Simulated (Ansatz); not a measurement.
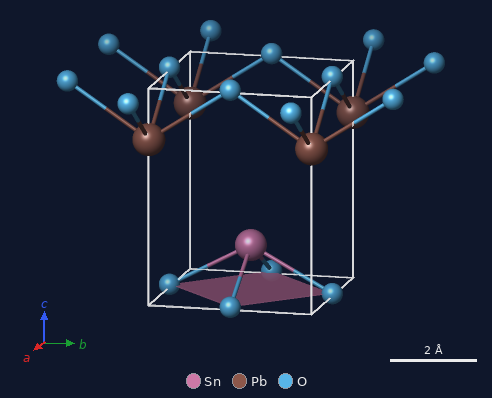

Figure: polyhedral view slightly off an axis. One conventional unit cell is framed, with atoms on its boundary repeated. Some atoms of the next cells are drawn as well.

SnPbO$_{2}$, space group P4mm (No. 99), a = 3.945 Å, b = 3.945 Å, c = 5.233 Å, α = 90.00°, β = 90.00°, γ = 90.00°. The model was built from a structure type filled with these elements by a generator (whether the compound takes this form wasn't checked). Earlier steps of the study may have refined or changed the cell and positions. It was run through Ansatz as a DFT input.

This one geometry was computed with Ansatz (DFT, plane waves, PAW) at three levels of theory: r2SCAN, HSE06 and PBE.

**Which level gives the highest pressure at this volume, and what does that say about its equilibrium volume?**

Highest: PBE (0.0 GPa), which points to the largest equilibrium volume. Lowest, with the smallest volume: r2SCAN (-3.4 GPa) and HSE06 (-3.8 GPa). Levels within 0.5 GPa of each other can't be told apart.

**How does the band gap change with the level of theory?**

PBE: a gap of 1.07 eV, indirect; r2SCAN: a gap of 1.33 eV, indirect; HSE06: a gap of 1.67 eV, indirect.

**Collect the results in a table.**

| level | cutoff (eV) | k-mesh of the run's cell | gap (eV) | pressure (GPa) |
| --- | --- | --- | --- | --- |
| r2SCAN | 500 | 8×8×6 | 1.33 | -3.4 |
| HSE06 | 420 | 6×6×4 | 1.67 | -3.8 |
| PBE | 420 | 8×8×6 | 1.07 | 0.0 |

Gaps are taken on the k-mesh or band path of each run.
